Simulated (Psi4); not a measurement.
Two rigid molecules brought together: CO ··· H6Si2 (SMILES [C-]#[O+] and [SiH3][SiH3]). Monomers: optimised at B3LYP-D3(BJ) (def2-TZVP), held rigid. Orientation: lowest of the rigid-body minima from ten starts at GFN2-xTB. The monomers approach along the line of their centres of mass (distance R); nothing else relaxes.

Calculation: SAPT0/jun-cc-pVDZ, frozen core (Psi4 1.11).

Components in kcal/mol:

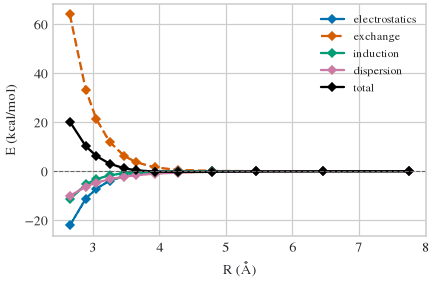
Figure: Components of the interaction energy.

```
R / Å  electrostatics  exchange  induction  dispersion  total
-----  --------------  --------  ---------  ----------  -----
2.66           -22.17     63.99     -11.47      -10.10  20.24
2.90           -11.27     33.25      -5.41       -6.36  10.21
3.06            -7.08     21.19      -3.24       -4.71   6.16
3.26            -3.92     11.89      -1.69       -3.26   3.02
3.48            -2.02      6.20      -0.82       -2.21   1.15
3.65            -1.21      3.71      -0.46       -1.65   0.38
3.94            -0.50      1.52      -0.18       -1.03  -0.18
4.29            -0.18      0.51      -0.06       -0.60  -0.32
4.80            -0.04      0.10      -0.01       -0.29  -0.24
5.46            -0.01      0.01       0.00       -0.13  -0.13
6.46             0.00      0.00       0.00       -0.05  -0.04
7.76             0.00      0.00       0.00       -0.01  -0.01
```
